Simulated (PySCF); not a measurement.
```xyz
15

C    -2.2462   -0.2146   -0.0556
C    -0.7562   -0.0692   -0.0068
C     0.0610   -1.1855    0.1234
C     1.4384   -1.0646    0.1518
C     2.0102    0.1923    0.0456
Cl    3.7336    0.3556    0.0831
C     1.2173    1.3198   -0.0887
C    -0.1586    1.1807   -0.1137
H    -2.5693   -1.0818    0.5147
H    -2.5736   -0.3492   -1.0868
H    -2.7363    0.6718    0.3391
H    -0.3858   -2.1657    0.2042
H     2.0650   -1.9367    0.2563
H     1.6728    2.2944   -0.1714
H    -0.7769    2.0606   -0.2172
```

Geometry: GFN2-xTB.

All numbers below come from PBE0/def2-SVPD, SCF density, gas phase in PySCF.

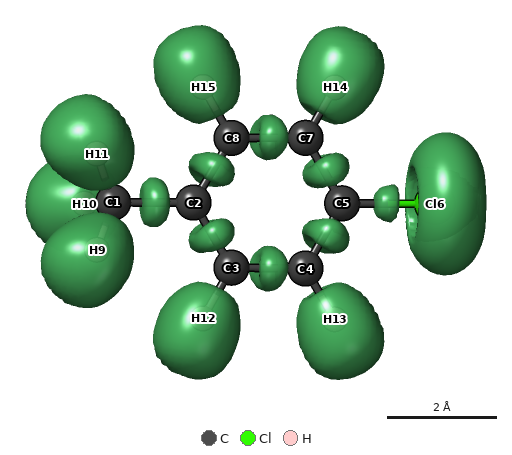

C7H7Cl (SMILES Cc1ccc(Cl)cc1). Isosurface of the ELF at 0.8 (green), seen at a tilt. Core shells and regions of very low density are left out.

> What do the ELF domains correspond to?

The ELF exceeds this value in seven regions between bonded C–C atoms (shared pairs), one region between bonded C–Cl atoms (shared pairs), seven regions around hydrogen nuclei and one ring or bowl of non-bonding electrons around Cl. Profiles from the grid: C–C (1.38 Å): the ELF peaks at about 0.95 between the atoms, as expected for localised, covalent bonding. C–Cl (1.73 Å): the ELF peaks at about 0.90 between the atoms: localised, covalent bonding.
